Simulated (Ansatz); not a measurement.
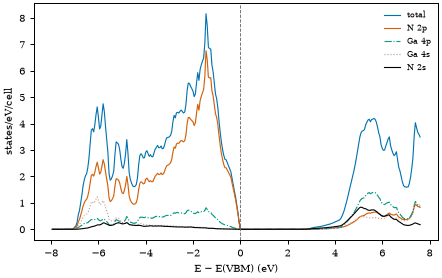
Figure. Total and projected density of states of AlGa3N4 in space group Pm (No. 6; Pearson symbol mP8), DFT-LDA in the program Ansatz with PAW potentials

Q: Which orbitals carry the states next to the gap?

A: Top 1 eV of the valence band: N 2p 88 %, Ga 4p 6 %. Bottom 1 eV of the conduction band: N 2s 41 %, Ga 4s 28 %, N 2p 15 %, Ga 4p 9 %. Projections are on Löwdin-orthogonalised atomic valence shells; empty p or d shells of many metals are not among them.

Q: Where is the tallest occupied peak in this window, and what makes it?

A: Near -1.4 eV, about 8.2 states/eV per cell; the largest projected share is N 2p.

The first step of the workflow began from a Materials Project structure, measured or hypothetical; the Crystallography Open Database copy checked does not list it. With Al and Ga taken as one species the cell has the higher symmetry P6_3mc, so it may be an ordered model of a mixed-site phase. Whether it is the stable phase at ambient conditions was not checked. The LDA relaxation kept the symmetry of its start; phonons on a q-mesh show no instability. Scalar-relativistic: spin–orbit coupling is off unless named, which matters more the heavier the elements.

Potentials: the later of the program's two PAW sets.
